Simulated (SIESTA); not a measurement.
Band structure of ZrHg3 (Pm-3m, 4 atoms in the cell).

```xyz
4
Lattice="4.4177 0.0000 0.0000 0.0000 4.4177 0.0000 0.0000 0.0000 4.4177" Properties=species:S:1:pos:R:3 pbc="T T T"
Zr     0.0000     0.0000     0.0000
Hg     2.2089     2.2089     0.0000
Hg     0.0000     2.2089     2.2089
Hg     2.2089     0.0000     2.2089
```

Method of the run: LDA PW92, numerical atomic orbitals DZP, PseudoDojo LDA standard norm-conserving potentials (rewritten from UPF to PSML) in SIESTA.

Settings: XC.functional = LDA; XC.authors = PW92; potentials = PseudoDojo LDA standard; PAO.BasisSize = DZP; PAO.EnergyShift = 0.01 Ry; MeshCutoff = 350 Ry; kgrid.MonkhorstPack = 8 8 8; OccupationFunction = MP; OccupationMPOrder = 0; ElectronicTemperature = 0.1 eV; MaxSCFIterations = 150; SCF.Mixer.Method = Broyden; SCF.Mixer.Weight = 0.1; SCF.Mixer.History = 8.

The starting cell comes from a database of computed structures (which also holds hypothetical and non-ambient phases and stackings), without a prior relaxation at this level. Spin-orbit coupling is off. Values carry the incompleteness of an atom-centred basis.

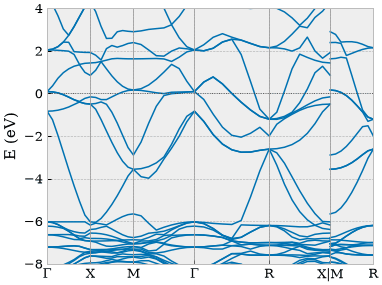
Fig. 1. Bands along the path, energies from the Fermi level.

Levels in eV from the Fermi level, bands 33 to 38:
```
point     33     34     35     36     37     38
-----  -----  -----  -----  -----  -----  -----
Γ      -0.83  -0.83   0.09   0.09   0.09   2.04
X      -6.03  -0.50  -0.50  -0.16   0.85   1.43
M      -3.56  -3.56  -2.89   0.16   0.16   1.63
R      -2.61  -2.61  -2.00  -1.21  -1.21  -1.21
```

Bands cross the Fermi level along this path, so the cell is metallic at this level.

Higher empty bands are left out: an atom-centred basis made for the valence describes them poorly.
